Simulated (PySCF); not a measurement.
**C$_{6}$H$_{13}$FGe: density, localisation and related maps**

```tsv
atom	x (Å)	y (Å)	z (Å)
C	-2.1986	-0.9909	-0.4877
C	-1.2057	0.1231	-0.8111
C	-1.7721	1.4931	-0.4611
C	0.1271	-0.1007	-0.1149
Ge	1.7885	0.9332	-0.4876
C	2.3661	-0.9403	-0.1901
C	0.9211	-1.3738	-0.4634
F	0.7910	-1.6091	-1.8239
H	-3.1590	-0.8284	-1.0019
H	-2.4031	-1.0373	0.5953
H	-1.8163	-1.9728	-0.8045
H	-1.0162	0.0959	-1.8978
H	-1.9783	1.5722	0.6195
H	-2.7159	1.6837	-0.9950
H	-1.0688	2.2991	-0.7257
H	-0.0054	-0.0707	0.9827
H	1.9418	1.4621	-1.9238
H	2.2407	2.0075	0.5209
H	2.6437	-1.0955	0.8633
H	3.1043	-1.4313	-0.8377
H	0.5913	-2.2959	0.0494
```

Geometry: PBE0-D3(BJ)/def2-SVP.

These are results of CAM-B3LYP/def2-SVPD, SCF density, gas phase (PySCF 2.14.0), not measurements.

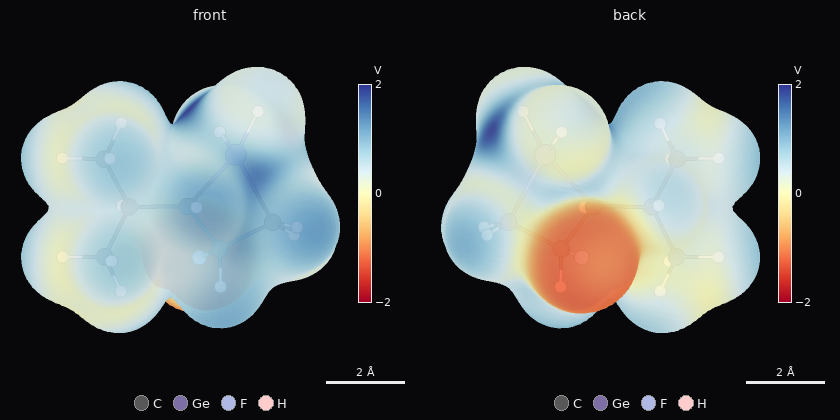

Figure 1. The molecular electrostatic potential painted on the density surface at 0.004 e/bohr³, seen from the front and from behind; the colour scale runs from red (negative) to blue (positive).

> Describe the electrostatic potential map.

The most negative region (about −1.2 V, or −28 kcal/mol for a unit charge) lies over F8, the most positive (about +1.8 V, or +42 kcal/mol for a unit charge) over Ge5.

> What dipole moment does the calculation give?

Its dipole moment is 1.65 D.

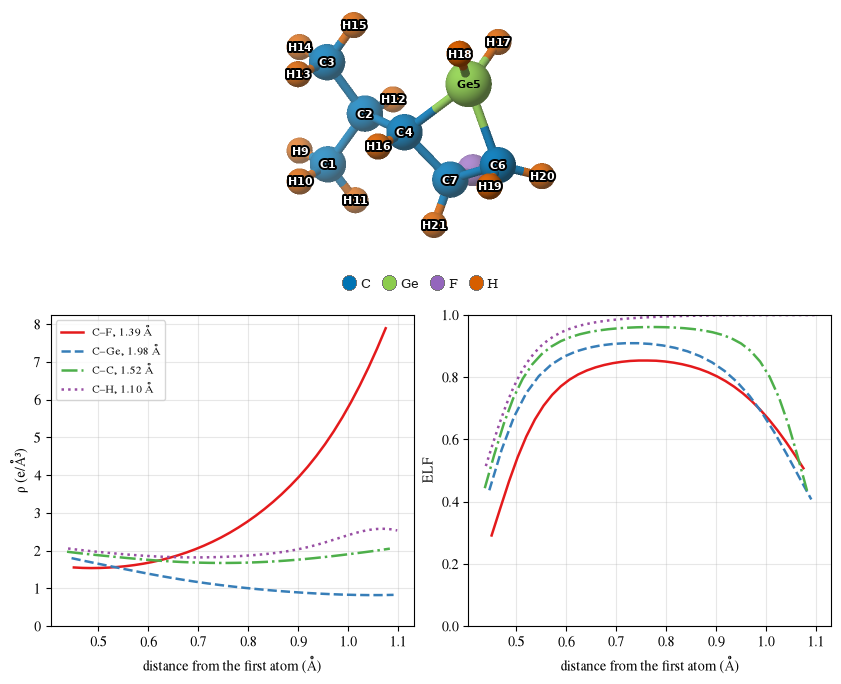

Figure 2. Electron density and ELF along straight lines between neighbouring atoms. The curves leave out the atomic cores. The structure is drawn too.

> Compare the contacts.

C–F (1.39 Å): the density is about 2 e/Å³ at the midpoint, with its minimum of 1.5 e/Å³ about 0.5 Å from C; the ELF peaks at about 0.85 between the atoms: a polar covalent bond.
C–Ge (1.98 Å): the density is about 0.83 e/Å³ at the midpoint; the ELF peaks at about 0.90 in the valence shell of C, 0.7 Å from its nucleus, and is about 0.70 at the midpoint.
C–C (1.52 Å): ρ is about 1.7 e/Å³ halfway; the ELF peaks at about 0.95 between the atoms (a covalent bond).
C–H (1.10 Å): the density is about 1.9 e/Å³ at the midpoint; the ELF climbs to about 1 towards the hydrogen, as it does in any bond to H; an ordinary covalent bond to hydrogen.
